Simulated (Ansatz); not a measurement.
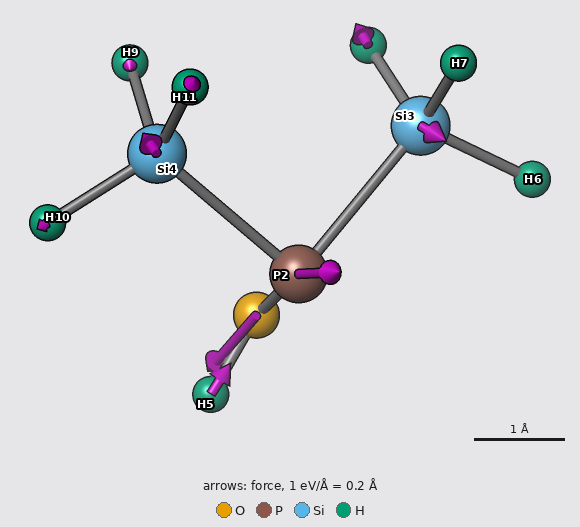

Starting geometry of Si$_{2}$PH$_{7}$O (coarse preliminary run) with the computed forces as purple arrows. Style: ball-and-stick. Shown from a free direction.

The start comes from a force field.

All numbers below come from RKS PBE-D4/def2-SVP in Ansatz 0.2.0. (force threshold 0.03 eV/Å; at most 200 steps)

> Is this structure relaxed? If not, where do the atoms go?

It isn't relaxed: the largest force vector, on the O atom, is 6.40 eV/Å. The final displacements follow the starting forces only in part (cosine between the two patterns 0.32). The atom that moves furthest after the best rigid fit is an H atom (0.42 Å). Largest moves by element: H 0.42 Å, O 0.15 Å, Si 0.15 Å, P 0.11 Å. Among the contacts that change: O–P 1.559 → 1.725 Å, H–Si 1.414 → 1.506 Å, P–Si 2.191 → 2.281 Å, H–Si 1.448 → 1.507 Å. Among the angles between lasting bonds that change: P–O–H 114.0° → 106.4°, O–P–Si 103.9° → 97.3°, P–Si–H 112.5° → 108.2°. Groups turn about O–P by about 35°. After 7 accepted moves (8 points after the start) the energy has fallen by 0.734 eV. The largest force component goes from 5.1 to 0.017 eV/Å. The line search rejected the trial step at point 7 of the run.
